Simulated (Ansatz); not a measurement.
**C₃H₇NOSi (SMILES C=C1O[SiH2]C1N): density, localisation and related maps**

```yaml
atoms:
  - { symbol: C, position_ang: [0.0948, -2.0120, -0.1549] }
  - { symbol: C, position_ang: [0.4076, -0.7149, -0.3299] }
  - { symbol: O, position_ang: [1.7035, -0.2069, -0.4766] }
  - { symbol: Si, position_ang: [1.2101, 1.4149, -0.0659] }
  - { symbol: C, position_ang: [-0.4898, 0.5438, -0.2911] }
  - { symbol: N, position_ang: [-1.5961, 0.6581, 0.6337] }
  - { symbol: H, position_ang: [0.8709, -2.7897, -0.1220] }
  - { symbol: H, position_ang: [-0.9606, -2.3018, -0.0516] }
  - { symbol: H, position_ang: [1.5940, 1.7959, 1.3370] }
  - { symbol: H, position_ang: [1.7184, 2.4406, -1.0384] }
  - { symbol: H, position_ang: [-0.8462, 0.7669, -1.3228] }
  - { symbol: H, position_ang: [-2.3742, 0.0544, 0.3366] }
  - { symbol: H, position_ang: [-1.3120, 0.3160, 1.5608] }
```

Method: RKS revPBE-D4/def2-SVP (Ansatz 0.2.0).

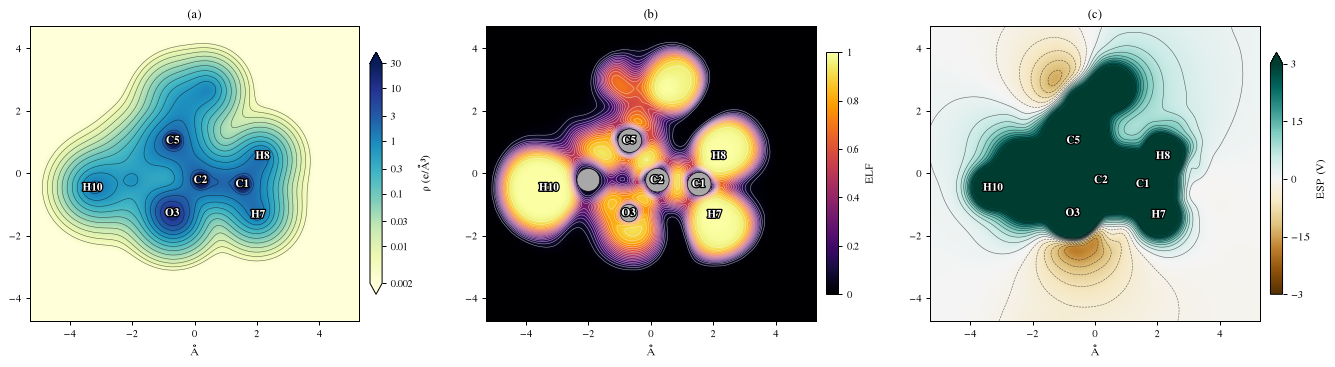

Figure 1. (a) total electron density; (b) electron localisation function; (c) electrostatic potential on the plane of atoms C1, C2 and C5. Grey discs cover the atomic cores in the ELF map.

Describe what can be read from this map.

Answer. The plane passes through C, O and H nuclei.
C–C (1.35 Å): ρ at the midpoint is about 2.2 e/Å³; the ELF peaks at about 0.90 between the atoms: localised, covalent bonding.
C–O (1.40 Å): the density is about 2.1 e/Å³ at the midpoint, with its minimum of 1.8 e/Å³ about 0.5 Å from C; the ELF peaks at about 0.85 between the atoms, as expected for a shared but strongly polarised pair.
C–C (1.55 Å): ρ is about 1.6 e/Å³ halfway; the ELF peaks at about 0.95 between the atoms; a covalent bond.
The ELF also peaks beside O3, away from the bonds: lone-pair regions.
Outside the dense part of the molecule the potential is most negative (−1.9 V) near O3.

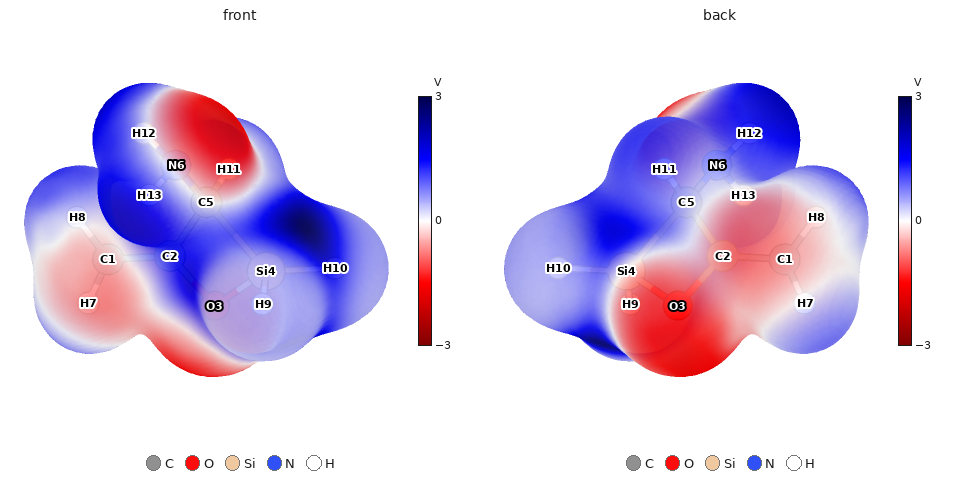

Figure 2. The molecular electrostatic potential painted on the density surface at 0.004 e/bohr³, seen from the front and from behind; the colour scale runs from red (negative) to blue (positive).

Describe the electrostatic potential map.

Answer. The most negative region (about −1.8 V) lies over N6, the most positive (about +2.7 V) over Si4. N6 is the likeliest acceptor of a hydrogen bond.

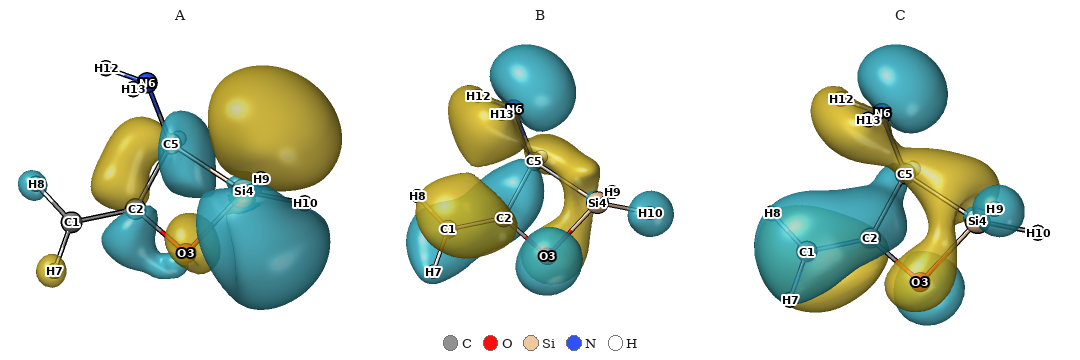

Figure 3. Three frontier orbitals at ±0.08 Å⁻³ᐟ² (yellow and cyan are the two phases), in no order.

Order the three orbitals by energy and name them.

Answer. B is the HOMO−1 (−5.55 eV). It lies mainly on N6 (about 35 %), C1 (about 15 %), O3 (about 15 %), C2 (about 15 %) and C5 (about 5 %). C is the HOMO (−5.13 eV). It lies mainly on C1 (about 30 %), N6 (about 25 %), C2 (about 15 %) and O3 (about 10 %). A is the LUMO (−0.90 eV). Its weight (Hirshfeld) is mainly on Si4 (about 60 %), C5 (about 10 %), O3 (about 10 %), H10 (about 5 %) and H9 (about 5 %).

What is the HOMO–LUMO gap?

Answer. 4.23 eV between the orbital energies.
